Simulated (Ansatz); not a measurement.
# Calculations on SiH$_{5}$OF

Part 1: Relaxation

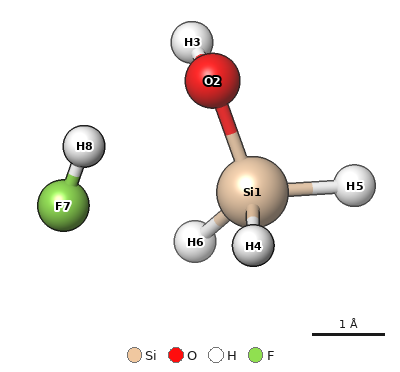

SiH₅OF, before the relaxation. Style: ball-and-stick. Shown at a tilt.

The run prepares an end point of a later path (reaction) calculation, from a guessed geometry.

Theory: RKS BLYP-D4/def2-SVP (Ansatz).

Input
```yaml
crystal:
  periodic: [false, false, false]
  atoms:
    - { symbol: Si, position_ang: [-0.153754, 0.154856, 0.032231] }
    - { symbol: O, position_ang: [-0.138313, 0.197128, 1.722203] }
    - { symbol: H, position_ang: [-0.958647, -0.094056, 2.160448] }
    - { symbol: H, position_ang: [1.271473, 0.256701, -0.393228] }
    - { symbol: H, position_ang: [-0.882182, 1.370942, -0.481582] }
    - { symbol: H, position_ang: [-0.846326, -1.051044, -0.52714] }
    - { symbol: F, position_ang: [1.203787, -2.10671, 0.972207] }
    - { symbol: H, position_ang: [1.244862, -1.513417, 1.69176] }
basis:
  gaussian: { orbitals: def2-SVP }
hamiltonian:
  xc: blyp
  dispersion: d4
relax:
  f_tol: 0.03
  max_steps: 50
output:
  orbitals: {}
```

Command:
```bash
ansatz run input.yaml --threads 1 --pin off --max-ram 2048MiB --backend cpu --events-out ev --progress --plain --runs-dir out
```

> Where does the relaxation end?

F7 moves most after the best rigid fit: 0.34 Å. By element the largest moves are F 0.34 Å, H 0.32 Å, O 0.28 Å, Si 0.07 Å. Some distances before and after: Si1–O2 1.691 → 1.716 Å, F7–H8 0.934 → 0.957 Å, Si1–H5 1.508 → 1.502 Å. Among the angles between lasting bonds that change: H4–Si1–H5 108.0° → 110.4°. Groups turn about Si1–O2 by about 25°. After 8 accepted moves (9 points after the start) the energy has fallen by 4.47 kcal/mol. The largest force component goes from 0.5 to 0.028 eV/Å. The line search rejected the trial step at point 3 of the run.

Step by step:

```json
{"step": "0", "E − E(0), kcal/mol": "0.00", "largest force component, eV/Å": "0.4956", "note": ""}
{"step": "1", "E − E(0), kcal/mol": "-1.07", "largest force component, eV/Å": "1.9163", "note": ""}
{"step": "2", "E − E(0), kcal/mol": "-3.18", "largest force component, eV/Å": "1.1316", "note": ""}
{"step": "3", "E − E(0), kcal/mol": "-1.25", "largest force component, eV/Å": "1.5005", "note": "rejected"}
{"step": "4", "E − E(0), kcal/mol": "-4.34", "largest force component, eV/Å": "0.1936", "note": ""}
{"step": "5", "E − E(0), kcal/mol": "-4.42", "largest force component, eV/Å": "0.0827", "note": ""}
{"step": "6", "E − E(0), kcal/mol": "-4.44", "largest force component, eV/Å": "0.1862", "note": ""}
{"step": "7", "E − E(0), kcal/mol": "-4.46", "largest force component, eV/Å": "0.0529", "note": ""}
{"step": "8", "E − E(0), kcal/mol": "-4.47", "largest force component, eV/Å": "0.0445", "note": ""}
{"step": "9", "E − E(0), kcal/mol": "-4.47", "largest force component, eV/Å": "0.0280", "note": ""}
```

The structure at the end:

```xyz
8

Si   -0.1519    0.1600   -0.0413
O    -0.0122   -0.0386    1.6574
H    -0.8494   -0.0216    2.1590
H     1.2391    0.3240   -0.5436
H    -0.9552    1.4001   -0.3108
H    -0.8411   -1.0045   -0.6815
F     1.3799   -2.1654    1.2518
H     0.9317   -1.4397    1.6860
```

After the run, drawn alike:

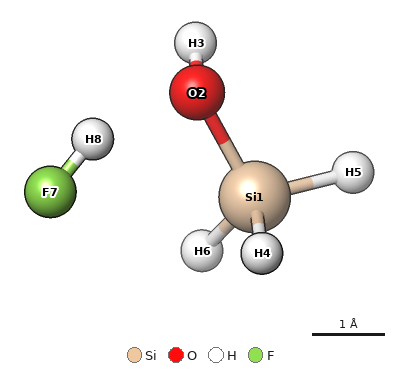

Limits of the set-up: the start holds two separate molecules, 2.2 Å apart at their closest, whose relative position is a soft coordinate.

Part 2: Relaxation

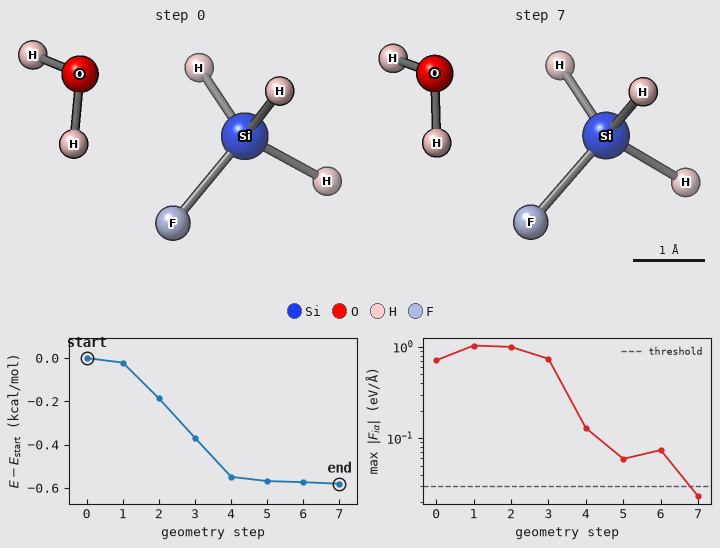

First and last geometry of a relaxation of SiH₅OF, with the history of the run. The picture is a ball-and-stick view, seen at a tilt.

The run prepares an end point of a later path (reaction) calculation, from a guessed geometry.

Level of theory: RKS BLYP-D4/def2-SVP (Ansatz 0.2.0).

The input:
```yaml
crystal:
  periodic: [false, false, false]
  atoms:
    - { symbol: Si, position_ang: [0.375619, -0.212538, -0.395217] }
    - { symbol: O, position_ang: [-0.548192, -0.130438, 2.333574] }
    - { symbol: H, position_ang: [-1.151714, -0.893875, 2.450179] }
    - { symbol: H, position_ang: [1.025059, -0.313604, -1.747715] }
    - { symbol: H, position_ang: [0.272376, 1.226203, -0.016898] }
    - { symbol: H, position_ang: [-0.950137, -0.900368, -0.468449] }
    - { symbol: F, position_ang: [1.371728, -1.008771, 0.611828] }
    - { symbol: H, position_ang: [0.346162, -0.55221, 2.409598] }
basis:
  gaussian: { orbitals: def2-SVP }
hamiltonian:
  xc: blyp
  dispersion: d4
relax:
  f_tol: 0.03
  max_steps: 50
output:
  orbitals: {}
```

Launched with:
```bash
ansatz run input.yaml --threads 1 --pin off --max-ram 2048MiB --backend cpu --events-out ev --progress --plain --runs-dir out
```

### What do the curves and the structures tell?

It converged. After 7 geometry steps the energy has fallen by 0.58 kcal/mol. Largest force component: 0.71 eV/Å at the start, 0.023 eV/Å at the end. The atom that moves furthest after the best rigid fit is O2 (0.083 Å). Largest moves by element: O 0.083 Å, H 0.073 Å, F 0.044 Å, Si 0.021 Å. Near-neighbour distances that change, for instance: Si1–F7 1.625 → 1.659 Å, O2–H8 0.992 → 0.980 Å, Si1–H4 1.504 → 1.499 Å. The run took 13 s on 1 thread of Arm Neoverse V2 (shared host), peak memory 0.13 GiB.

Part 3: Path

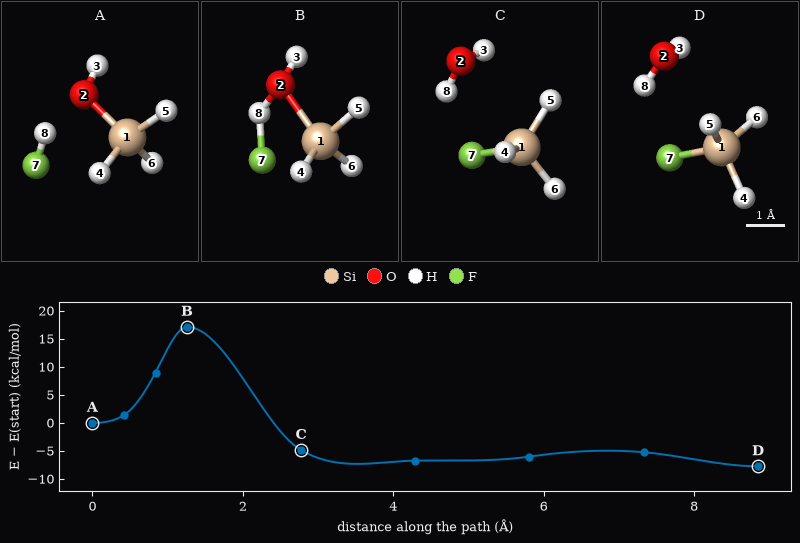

A nudged-elastic-band calculation for SiH5OF. Images are numbered from 0 (start) to 8 (end). Frames A to D are images 0, 3, 4, 8. Style: ball-and-stick. Shown at a tilt.

All numbers below come from RKS BLYP-D4/def2-SVP (Ansatz). Settings: 7 movable images; climbing image; force threshold 0.05 eV/Å; iteration limit 60; starting path through a guess of the saddle point.

> Describe the mechanism and the energy profile.

The path has more than one stage, and so few images may leave a stage unresolved. Breaking: F7–H8 (0.96 → 1.27 at the top → 2.06 Å), Si1–O2 (1.72 → 1.90 at the top → 2.97 Å). Forming: O2–H8 (1.69 → 1.13 at the top → 0.98 Å), Si1–F7 (3.07 → 1.97 at the top → 1.66 Å). The energy climbs by 17.1 kcal/mol to image 3 and then falls by 24.9 kcal/mol, so the end point sits at −7.8 kcal/mol. The band converged in 25 iterations. The largest component of the band force went from 4.5 to 0.041 eV/Å. The climbing image converged on the top of the path. Its vibrational analysis gives one imaginary mode (547i cm⁻¹), as a transition state must have.
